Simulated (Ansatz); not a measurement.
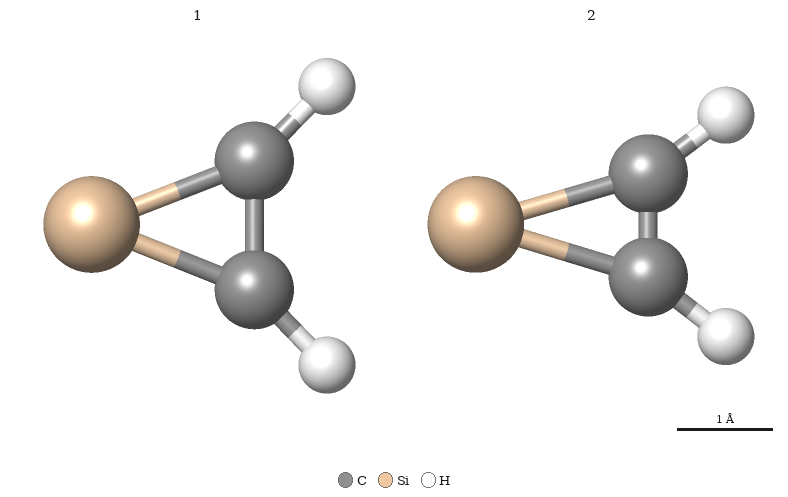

Two geometries of C2H2Si, drawn at one scale. One is the start of a relaxation, the other its converged end. The picture is a ball-and-stick view, seen face on.

Computed with RKS PBE-D4/def2-SVP (Ansatz). (force threshold 0.03 eV/Å; at most 250 steps)

Which one is relaxed?

Structure 1 is the relaxed one. It is one of the separated reactants of a reaction. After 4 geometry steps the energy has fallen by 357.4 kJ/mol. The largest force component goes from 26 to 0.025 eV/Å. The largest moves after the best rigid fit, 0.31 Å, are those of H atoms. By element the largest moves are H 0.31 Å, C 0.13 Å, Si 0.10 Å. Some distances before and after: C–C 1.084 → 1.353 Å, C–H 1.033 → 1.104 Å, C–Si 1.906 → 1.852 Å. Bond angles that change, for instance: C–Si–C 33.0° → 42.8°, C–C–H 127.2° → 135.8°, Si–C–C 73.5° → 68.6°. The run took 3.1 s on 2 threads of Arm Neoverse V2 (shared host).
